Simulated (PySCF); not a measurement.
# CH11PSi3: the cost of one run

Computed with PySCF 2.14.0 and routines of our own; the level stands in each step. Atoms count from 0.

### 1 The system as given

16 atoms, charge 0, multiplicity 1; geometry from: PBE0-D3(BJ)/def2-SVP.

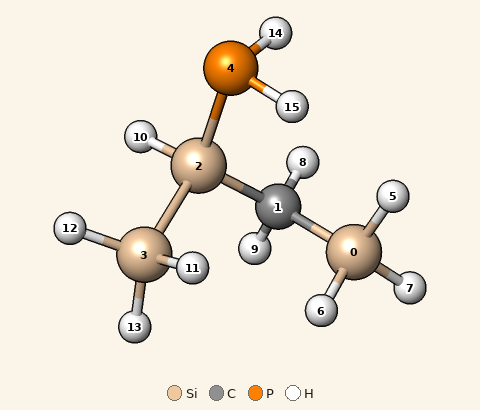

The starting geometry (silicon light orange, carbon grey, phosphorus orange, hydrogen white).

### 2 Magnetic properties: GIAO HF/pcSseg-1

The job: settings as JSON, then the geometry in Å.

```
{"job": {"kind": "mag", "xc": "HF", "basis": "pcSseg-1"}, "charge": 0, "multiplicity": 1}
Si    -2.059696    -1.053794    -0.007952
C     -1.018819    -0.384105     1.409687
Si     0.596843     0.465790     0.920398
Si     1.940785    -0.947331    -0.387491
P      0.328725     2.378623    -0.271782
H     -2.545242     0.058049    -0.880997
H     -1.240485    -1.983789    -0.846245
H     -3.245715    -1.800787     0.511559
H     -1.627396     0.324706     1.997804
H     -0.767741    -1.224732     2.080856
H      1.350967     0.851067     2.156241
H      1.411913    -1.021245    -1.784968
H      3.341835    -0.427890    -0.435880
H      1.956561    -2.330690     0.185108
H     -0.721090     2.880608     0.559241
H     -0.571011     1.780915    -1.207090
```

Level: GIAO HF/pcSseg-1 magnetisability, rotational g tensor and spin-rotation constants, non-relativistic, gas phase.

The run is started by

```console
$ OMP_NUM_THREADS=1 python excited_run.py task.json out
```

One launch serves the whole session: the jobs run in the order shown.

**Question.** How long does this first job take on 1 thread of Arm Neoverse V2, shared host, and how much memory does it need?

About 12 s, with a peak of 0.76 GiB.
